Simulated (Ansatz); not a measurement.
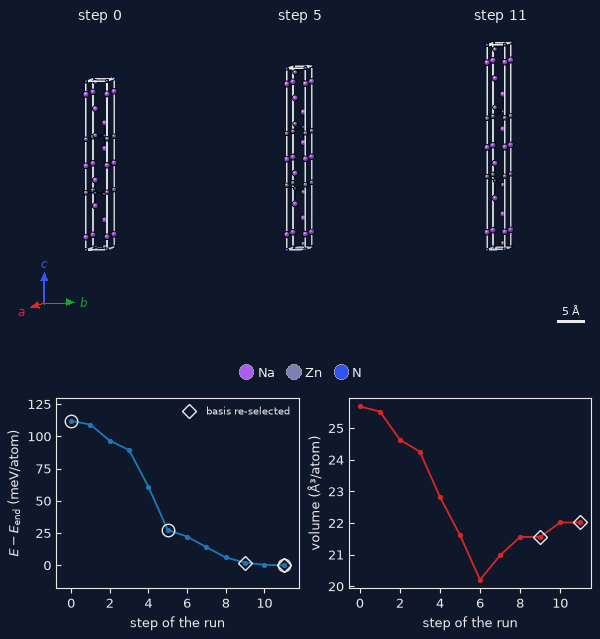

Frames of a relaxation of a crystal of Na3Zn2N (a generated structure, set up in R-3m) (coarse preliminary run), marked on the history of the run. The picture is a ball-and-stick view of the conventional cell (3 times the calculation's cell), seen slightly off an axis. Lengths and directions refer to the drawn axes.

The calculation used Ansatz 0.2.0, DFT PBE, scalar-relativistic, plane waves, PAW.

The input:
```yaml
crystal:
  lattice:
    - [2.035954707, 1.1754589981, 10.73330131]
    - [-2.035954707, 1.1754589981, 10.73330131]
    - [0.0, -2.3509179962, 10.73330131]
  atoms:
    - { symbol: Na, position: [0.5, 0.5, 0.5] }
    - { symbol: Na, position: [0.9238106515, 0.9238106515, 0.9238106515] }
    - { symbol: Na, position: [0.0761893485, 0.0761893485, 0.0761893485] }
    - { symbol: Zn, position: [0.658528486, 0.658528486, 0.658528486] }
    - { symbol: Zn, position: [0.341471514, 0.341471514, 0.341471514] }
    - { symbol: "N", position: [0.0, 0.0, 0.0] }
basis:
  ecutwfc: 420
kpoints:
  mp_grid: { grid: [6, 6, 6] }
hamiltonian:
  xc: pbe
scf:
  occupations: { method: gaussian, width: 0.1 }
  lower_state_search: "off"
output:
  forces: true
  stress: true
  eigenvalues: true
relax:
  adjacent_minimum: "off"
  f_tol: 0.04
  max_steps: 70
  cell: { stress_tol: 0.4 }
```

Run as
```bash
ansatz run input.yaml --threads 1 --pin off --max-ram 2560MiB --backend cpu --events-out ev --progress --plain --runs-dir out
```

> What happens along the run?

The largest moves relative to the cell, 0.63 Å, are those of Zn4 and Zn5. Zn4 goes along −c. By element the largest moves are Zn 0.63 Å, Na 0.35 Å. N stays in place. The volume changes by −14.3 %, with a = b 4.072 → 3.422 Å (−16.0 %), c 32.200 → 39.088 Å (+21.4 %). Near-neighbour distances that change, for instance: Na2–N6 2.453 → 3.331 Å, Zn4–Zn5 2.409 → 2.744 Å, Zn4–N6 2.365 → 2.193 Å. Bond angles that change, for instance: Zn4–N6–Zn4 118.8° → 102.5°, N6–Zn4–N6 118.8° → 102.5°, Zn4–N6–Zn5 61.2° → 77.5°. The space group stays R-3m (No. 166). Over 9 accepted moves (11 points after the start) the energy falls by 112 meV per atom. Largest force component: 0.25 eV/Å at the start, 0.021 eV/Å at the end. Pressure: 0.00 GPa at the start and −0.06 GPa at the end. The SCF was repeated twice at an unchanged geometry on a basis and grid sized afresh for the cell, which shifted the energy by 3.9 meV per atom at most. The run took 2.3 min on 1 thread of Arm Neoverse V1 (shared host), peak memory 0.46 GiB. From step 0 to 5: Zn atoms move most (0.56 Å), volume −15.8 %, energy −84.6 meV per atom. From step 5 to 11: Na atoms move most (0.02 Å), volume +1.8 %, energy −27.5 meV per atom.

```tsv
step	E − E(0), meV/atom	largest force component, eV/Å	pressure, GPa	volume, Å³/atom	note
0	0.00	0.2516	0.00	25.687	
1	-2.87	0.2585	0.02	25.525	
2	-15.35	0.2783	0.00	24.638	
3	-22.61	0.2430	0.06	24.253	
4	-51.07	0.2263	-0.18	22.825	
5	-84.62	0.0793	0.26	21.621	
6	-89.73	0.7153	0.74	20.208	
7	-97.93	0.5886	1.24	20.980	
8	-105.98	0.0111	-0.16	21.562	
9	-109.91	0.0098	0.10	21.562	same geometry, new basis
10	-111.65	0.0207	-0.08	22.019	
11	-112.07	0.0206	-0.06	22.019	same geometry, new basis
```
